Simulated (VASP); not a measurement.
System: PrC.

The calculation's input:

```
PREC = Accurate ; ENCUT = 520
EDIFF = 1E-6 ; ISMEAR = -1
SIGMA = 0.1 ; LREAL = F
LASPH = T ; NELM = 100
ALGO = Normal ; ISIF = 2
LWAVE = F ; LCHARG = T
GGA = PE ; LELF = T
LVHAR = T ; NBANDS = 16
```

Launched as:

```sh
cat potpaw_PBE.64/Pr/POTCAR potpaw_PBE.64/C/POTCAR > POTCAR
mpirun -np 1 vasp_std > vasp.out
```

Below, planes, directions and counts refer to the conventional cell (a = 3.39 Å, b = 3.47 Å, c = 3.47 Å, α = 119.79°, β = 90.57°, γ = 90.03°).

Space group P1; a generated structure, not necessarily the stable one; computed pressure about −9 GPa in this cell.

All numbers below come from Kohn-Sham DFT of a periodic cell, PBE, VASP PAW PBE potentials, recommended in VASP.

Question: Predict the valence pseudo-density and electron localisation function between the atoms.

Answer: Pr–C (2.62 Å): ρ at the midpoint is about 0.36 e/Å³; the ELF peaks at about 0.80 in the valence shell of C, 0.7 Å from its nucleus, and drops to about 0.25 between the two atoms; no shared electron pair shows on this line.
Pr–C (2.67 Å): ρ at the midpoint is about 0.32 e/Å³; the ELF peaks at about 0.80 in the valence shell of C, 0.7 Å from its nucleus, and drops to about 0.25 between the two atoms (no localised pair shows between them).

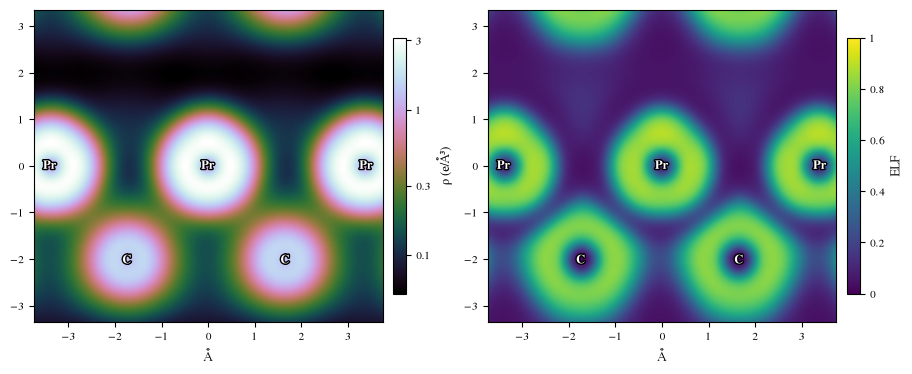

Computed valence pseudo-density and electron localisation function on the (011) plane of the conventional cell, in this order. 

The density is the valence pseudo-density of a PAW calculation; it isn't the true density close to the nuclei.
